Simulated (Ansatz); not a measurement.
# Surface energy of Ta(310) slab (24 atoms)

What is the surface energy of this cell, counted against the bulk crystal, and how far does it hang on functional and mesh?

Calculated with Ansatz 0.2.0: Kohn-Sham DFT, PBE, PAW (set soft_2), plane waves; cutoff 420 eV, fermi-dirac smearing of 0.1 eV. Cutoffs: 420 eV for PBE and PBEsol; 500 eV for r2SCAN.

**The cells**

The cell holds 24 atoms: 24 Ta. Cell: a = 6.640 Å, b = 5.506 Å, c = 26.549 Å, α = 90.0°, β = 90.0°, γ = 107.5°. It derives from Ta. The starting structure: Slab of Ta cut on (3 1 0), 11.5 Å thick, 2 x 1 surface cells, both faces free, 15 Å of vacuum; not relaxed. Lattice constants are starting values near those of PBE. Vacuum lies along c.

The bulk reference is Ta2 in a cell of 2 atoms, 18.297 Å³ an atom.

The input of the single point on the relaxed cell:

```yaml
crystal:
  lattice:
    - [6.64, 0.0, 0.0]
    - [-1.66, 5.24938, 0.0]
    - [0.0, 0.0, 26.54864]
  atoms:
    - { symbol: Ta, position: [0.30411, 0.21539, 0.29074] }
    - { symbol: Ta, position: [0.45388, 0.81506, 0.32112] }
    - { symbol: Ta, position: [0.10101, 0.4029, 0.36147] }
    - { symbol: Ta, position: [0.2505, 0.00153, 0.39934] }
    [... 18 atom lines left out ...]
    - { symbol: Ta, position: [0.79612, 0.18494, 0.67888] }
    - { symbol: Ta, position: [0.94589, 0.78461, 0.70926] }
kpoints:
  mp_grid: { grid: [6, 7, 1] }
hamiltonian:
  xc: pbe
scf:
  occupations: { method: fermi_dirac, width: 0.1 }
output:
  forces: true
  populations: true
  dos:
    method: { smearing: { sigma: 0.08 } }
    de: 0.1
    projected: { site_lists: { Ta: [Ta] } }
  eigenvalues: true
  write_density: true
  write_potential: true
  volumetric_format: npy
```

| cell | formula | k-mesh | relaxation steps | gain on relaxing (eV) | free energy, PBE (eV) | time of its runs on this page |
| --- | --- | --- | --- | --- | --- | --- |
| Ta(310) slab | Ta24 | 6×7×1 (relaxed on 4×5×1) | 5 | 1.04 | -238363.422 | 63 s |
| bulk Ta | Ta2 | 17×17×17 | - | - | -19864.546 | 21 s |

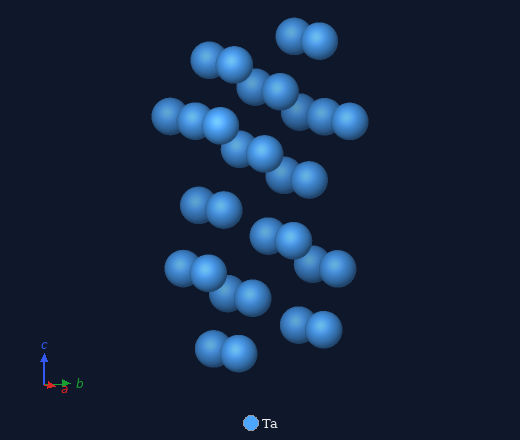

The relaxed cell. Some periodic images of atoms are drawn too.

**Surface energy**

The excess is the cell's free energy less 12 times that of the bulk cell. It is divided by twice the area, as the cell holds two faces, so the value is their mean, and they need not be alike (34.86 Å²), with 1 eV/Å² = 16.022 J/m².

| level | k-mesh | excess (eV) | surface energy (J/m²) | per area (meV/Å²) |
| --- | --- | --- | --- | --- |
| PBE | 6×7×1 | 11.125 | 2.557 | 159.6 |
| PBE, denser mesh | 7×9×1 | 11.124 | 2.557 | 159.6 |
| r2SCAN | 6×7×1 | 11.976 | 2.752 | 171.8 |
| PBEsol | 6×7×1 | 12.301 | 2.827 | 176.5 |

Worked for the first row at PBE: (-238363.422) − 12 × (-19864.546) = 11.125 eV (from unrounded energies).

Then 11.125 / (2 × 34.86) × 16.022 = 2.557 J/m².

**Findings**

At PBE the surface energy is 2.56 J/m². At the same geometries the levels give 2.56 (PBE) to 2.83 J/m² (PBEsol) and the denser mesh leaves it within 0.01 J/m². Relaxing the atoms lowered it by 0.240 J/m² from the start (on the 4×5×1 mesh of the relaxation), and the farthest atom moved 0.23 Å.

Limits: The cell edges were held, so the lattice is the typed one for every functional. Cell and bulk are sampled on unlike meshes, and the error grows with the number of atoms subtracted. These are free energies under a smearing of 0.1 eV, whose entropy term isn't removed. Spin–orbit coupling is left out, which matters for the levels of the heavy elements. In some runs the program notes that the exchange-correlation potential is rough where the density is thin.

[Logs are printed without paths, hosts, clocks, repeated set-up lines and the standing remarks that a program may print on its own settings, such as how far it seeks lower states.]

[Hosts, paths, dates, database ids (printed as entryN), source tags and the programs' standing remarks are cut or masked in the printed files.]
